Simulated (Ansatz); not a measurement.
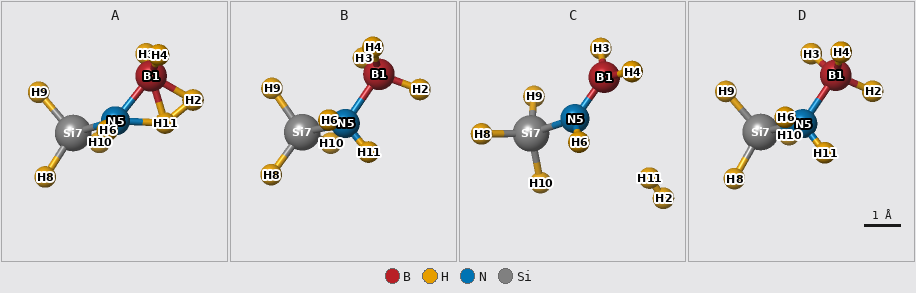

4 geometries from a converged minimum-energy path of BSiNH8, shuffled. A ball-and-stick model, seen from a free direction.

The calculation used RKS PBE-D4/6-31G* in Ansatz 0.2.0. Set-up: 5 movable images; climbing image; force threshold 0.03 eV/Å; iteration limit 60; starting path through a guess of the saddle point.

### One of them is the converged climbing image. Which?

A. In order along the path, whose images run from 0 to 6: D (image 1, +1.6 kJ/mol), B (image 2, +4.5 kJ/mol), A (image 4, +130.0 kJ/mol), C (image 6, −6.1 kJ/mol). Breaking: B1–H2 (1.22 → 1.36 at the top → 4.02 Å), N5–H11 (1.03 → 1.40 at the top → 2.88 Å). Forming: H2–H11 (2.49 → 1.01 at the top → 0.75 Å).
